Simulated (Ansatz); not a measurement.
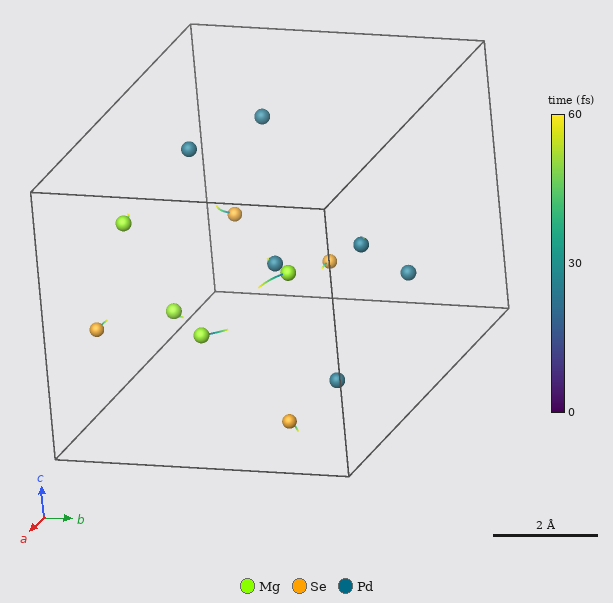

First-principles dynamics of an amorphous cell of composition Mg₂Pd₃Se₂ (14 atoms in the cell), 60 fs long. Lines trace each atom's path, coloured by time; spheres stand at the starting positions. Seen from a free direction in the simulation cell.

Level of theory: DFT, PAW plane waves, PBE in Ansatz. Run with plane-wave cutoff 420 eV; k-point mesh 2 × 3 × 3; Fermi-Dirac smearing 0.05 eV; Nosé-Hoover thermostat (NVT); set temperature 100 K; time step 1 fs.

Question: How do the atoms move?

Answer: Root-mean-square distances from the starting positions over the second half, with the common drift of all atoms taken out: Mg 0.39 Å, Se 0.28 Å, Pd 0.10 Å. The run lasts only 60 fs, too short to tell vibration from diffusion. Over the second half the temperature averages 1169 K (spread ±76 K). That is above the set 100 K, because the structure releases potential energy faster than the thermostat removes it. The potential energy is still drifting at the end, so the run hasn't reached equilibrium. The potential energy in the second half lies on average 220 meV per atom below the first frame. The first frame is far from relaxed (forces up to 4.2 eV/Å), so much of the motion is the structure settling. The conserved quantity stays between −0.065 and 0.00057 meV per atom of its start. A straight-line fit has a slope that amounts to −0.061 meV per atom over 60 fs (under 0.1 % of the mean kinetic energy), and the ripple about it is under 0.1 % of the kinetic energy's fluctuation. With a drift under 2 % and a ripple under 7 %, the integration is accurate.

Limits of the set-up: the periodic images lie only 5.2 Å apart, so the values are limited by the cell's size.
